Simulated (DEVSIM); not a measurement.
System: InP p-n junction from an implanted or diffused profile, at 250 K.

| layer (left to right) | material | thickness (μm) | Nd (cm⁻³) | τn (s) | τp (s) |
|---|---|---|---|---|---|
| 1 | InP | 39.0 | 3.7e16 | 2.2e-8 | 2.2e-8 |

Added acceptor profile: 1.2e18 cm⁻³ × exp(−(x − 0 μm)²/(2·(0.05 μm)²)). Left contact: ohmic. Right contact: ohmic. Voltage is applied to the left contact. Recombination: SRH at mid-gap, radiative, Auger. Mobility is μmin + (μ − μmin)/(1 + (N/Nref)^α).

Constants are typed, rounded textbook-type inputs, not results; the design itself was drawn at random and stands for no fabricated device. Values at 300 K; Nc and Nv go as T^1.5, mobilities as T to minus their exponent, the gap by Varshni's rule with the affinity fixed.

```
parameter              InP
----------------  --------
gap (eV)             1.344
affinity (eV)         4.38
permittivity          12.5
Nc (cm⁻³)           5.7e17
Nv (cm⁻³)           1.1e19
μn (cm²/Vs)           5200
μp (cm²/Vs)            170
μn,min                 400
μp,min                  10
Nref,n                3e17
Nref,p              4.9e17
αn                    0.47
αp                    0.62
T exponent of μn         2
T exponent of μp         2
B (cm³/s)          1.2e-10
Cn (cm⁶/s)           9e-31
Cp (cm⁶/s)           9e-31
Varshni α (eV/K)  0.000363
Varshni β (K)          162
```

Model (solved in DEVSIM): 1D drift-diffusion, Boltzmann statistics, complete ionisation; no tunnelling, impact ionisation, image-force lowering or self-heating.

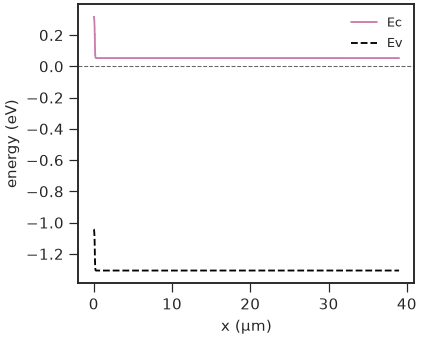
*Band edges at 1.0 V on the left contact*

Energies count from the Fermi level of the right contact; mesh points crowd at the junctions.

```json
[
 {"x (μm)": "0.000", "Ec (eV)": "0.317", "Ev (eV)": "-1.042", "n (cm⁻³)": "< 1e2", "p (cm⁻³)": "1.2e18", "field (V/cm)": "-320"},
 {"x (μm)": "0.02153", "Ec (eV)": "0.315", "Ev (eV)": "-1.045", "n (cm⁻³)": "7.5e10", "p (cm⁻³)": "1.1e18", "field (V/cm)": "-1900"},
 {"x (μm)": "0.04942", "Ec (eV)": "0.306", "Ev (eV)": "-1.054", "n (cm⁻³)": "2.2e11", "p (cm⁻³)": "6.9e17", "field (V/cm)": "-4500"},
 {"x (μm)": "0.08500", "Ec (eV)": "0.282", "Ev (eV)": "-1.078", "n (cm⁻³)": "8.8e11", "p (cm⁻³)": "2.2e17", "field (V/cm)": "-10000"},
 {"x (μm)": "0.1370", "Ec (eV)": "0.171", "Ev (eV)": "-1.189", "n (cm⁻³)": "1.5e14", "p (cm⁻³)": "1.3e15", "field (V/cm)": "-27000"},
 {"x (μm)": "0.1740", "Ec (eV)": "0.091", "Ev (eV)": "-1.268", "n (cm⁻³)": "6.3e15", "p (cm⁻³)": "3.2e13", "field (V/cm)": "-14000"},
 {"x (μm)": "0.2120", "Ec (eV)": "0.060", "Ev (eV)": "-1.299", "n (cm⁻³)": "2.6e16", "p (cm⁻³)": "7.7e12", "field (V/cm)": "-3500"},
 {"x (μm)": "0.2773", "Ec (eV)": "0.053", "Ev (eV)": "-1.306", "n (cm⁻³)": "3.6e16", "p (cm⁻³)": "5.4e12", "field (V/cm)": "-150"},
 {"x (μm)": "0.3958", "Ec (eV)": "0.053", "Ev (eV)": "-1.307", "n (cm⁻³)": "3.7e16", "p (cm⁻³)": "5.2e12", "field (V/cm)": "≈ 0"},
 {"x (μm)": "0.6753", "Ec (eV)": "0.053", "Ev (eV)": "-1.307", "n (cm⁻³)": "3.7e16", "p (cm⁻³)": "4.7e12", "field (V/cm)": "≈ 0"},
 {"x (μm)": "1.267", "Ec (eV)": "0.053", "Ev (eV)": "-1.307", "n (cm⁻³)": "3.7e16", "p (cm⁻³)": "3.8e12", "field (V/cm)": "≈ 0"},
 {"x (μm)": "3.229", "Ec (eV)": "0.053", "Ev (eV)": "-1.307", "n (cm⁻³)": "3.7e16", "p (cm⁻³)": "2.0e12", "field (V/cm)": "≈ 0"},
 {"x (μm)": "6.853", "Ec (eV)": "0.053", "Ev (eV)": "-1.307", "n (cm⁻³)": "3.7e16", "p (cm⁻³)": "5.9e11", "field (V/cm)": "≈ 0"},
 {"x (μm)": "14.78", "Ec (eV)": "0.053", "Ev (eV)": "-1.307", "n (cm⁻³)": "3.7e16", "p (cm⁻³)": "4.1e10", "field (V/cm)": "≈ 0"},
 {"x (μm)": "30.03", "Ec (eV)": "0.053", "Ev (eV)": "-1.307", "n (cm⁻³)": "3.7e16", "p (cm⁻³)": "2.5e8", "field (V/cm)": "≈ 0"},
 {"x (μm)": "34.88", "Ec (eV)": "0.053", "Ev (eV)": "-1.307", "n (cm⁻³)": "3.7e16", "p (cm⁻³)": "4.6e7", "field (V/cm)": "≈ 0"},
 {"x (μm)": "37.11", "Ec (eV)": "0.053", "Ev (eV)": "-1.307", "n (cm⁻³)": "3.7e16", "p (cm⁻³)": "1.7e7", "field (V/cm)": "≈ 0"},
 {"x (μm)": "38.14", "Ec (eV)": "0.053", "Ev (eV)": "-1.307", "n (cm⁻³)": "3.7e16", "p (cm⁻³)": "7100000", "field (V/cm)": "≈ 0"},
 {"x (μm)": "38.71", "Ec (eV)": "0.053", "Ev (eV)": "-1.307", "n (cm⁻³)": "3.7e16", "p (cm⁻³)": "2400000", "field (V/cm)": "≈ 0"},
 {"x (μm)": "38.88", "Ec (eV)": "0.053", "Ev (eV)": "-1.307", "n (cm⁻³)": "3.7e16", "p (cm⁻³)": "1000000", "field (V/cm)": "≈ 0"},
 {"x (μm)": "38.96", "Ec (eV)": "0.053", "Ev (eV)": "-1.307", "n (cm⁻³)": "3.7e16", "p (cm⁻³)": "340000", "field (V/cm)": "≈ 0"},
 {"x (μm)": "39.00", "Ec (eV)": "0.053", "Ev (eV)": "-1.307", "n (cm⁻³)": "3.7e16", "p (cm⁻³)": "< 1e2", "field (V/cm)": "≈ 0"}
]
```
